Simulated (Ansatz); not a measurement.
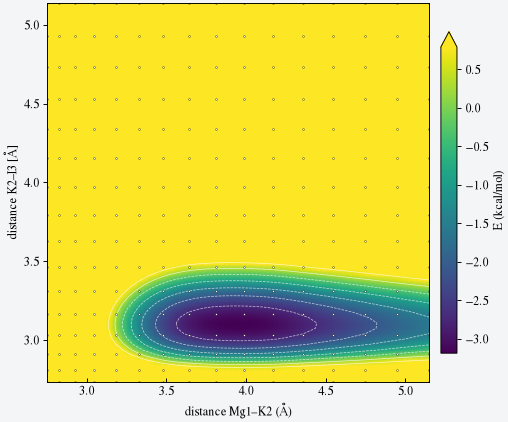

The system Mg + KI. Coordinates scanned: (1) distance Mg1–K2; (2) distance K2–I3. Nothing is relaxed (the angle Mg1–K2–I3 is fixed at 100 degrees). The scan uses a 16 × 16 grid. Points are written as (first, second). All energies are given in kcal/mol relative to Mg far from the relaxed KI (each part in its own basis). The calculation used RKS PBE0-D4/def2-SVPD (Ansatz 0.2.0).

Drawn: a smooth colour map with a few white contour lines, dots at the grid points, one colour for all values above the top of the scale. Between grid points the surface is interpolated.

Where is the minimum, and how stiff is the well along each coordinate?

Answer. The interpolated minimum is at distance Mg1–K2 ≈ 3.948 Å, distance K2–I3 ≈ 3.098 Å. The curvatures there are about 0.16 eV/Å² and 3.5 eV/Å², with a cross term of about 0.02 eV/Å². Round the minimum the two coordinates are nearly uncoupled. (1 eV is 23.1 kcal/mol.)
